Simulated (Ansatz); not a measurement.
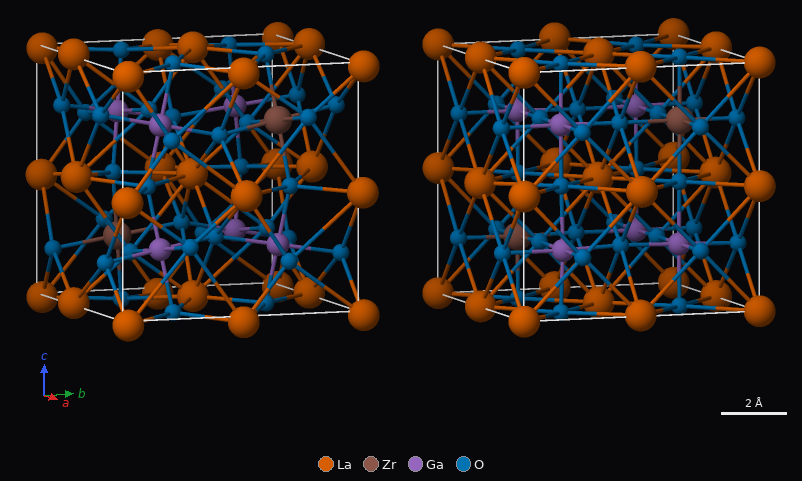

Two geometries of a defect cell of composition La₈Zr₂Ga₆O₂₄, drawn at one scale. One is the start of a relaxation, the other its converged end. The picture is a ball-and-stick view of the cell of the calculation, seen slightly off an axis.

These are results of Ansatz 0.2.0, DFT, PBEsol, PAW, plane waves, not measurements. (plane-wave cutoff 420 eV; k-point mesh 1 × 1 × 1; mesh shifted by (0.25, 0.25, 0.25); collinear spin; atoms relaxed in a fixed cell; force threshold 0.03 eV/Å; at most 80 steps)

Which geometry has the lower energy?

The left one is the relaxed one. The atoms of the start lie slightly off their symmetric places, so part of the fall in energy undoes that. Over 21 geometry steps the energy falls by 3.456 eV per cell of the calculation. Largest force component: 4.7 eV/Å at the start, 0.026 eV/Å at the end. The largest moves, 0.47 Å, are those of O atoms. Largest moves by element: O 0.47 Å, La 0.25 Å, Ga 0.07 Å, Zr 0.04 Å. The cell stays as it was. Among the contacts that change: La–O 2.704 → 3.337 Å, La–O 2.734 → 3.333 Å, La–O 2.730 → 3.309 Å, La–O 2.724 → 3.287 Å. Among the angles between lasting bonds that change: Zr–O–Ga 179.6° → 153.6°, Zr–O–Ga 179.1° → 153.9°, Zr–O–Ga 178.3° → 153.6°. The run took 3.4 min on 7 threads of Arm Neoverse-V2, peak memory 1.6 GiB.

Limits of the set-up: the periodic images lie only 7.7 Å apart, so the values are limited by the cell's size.
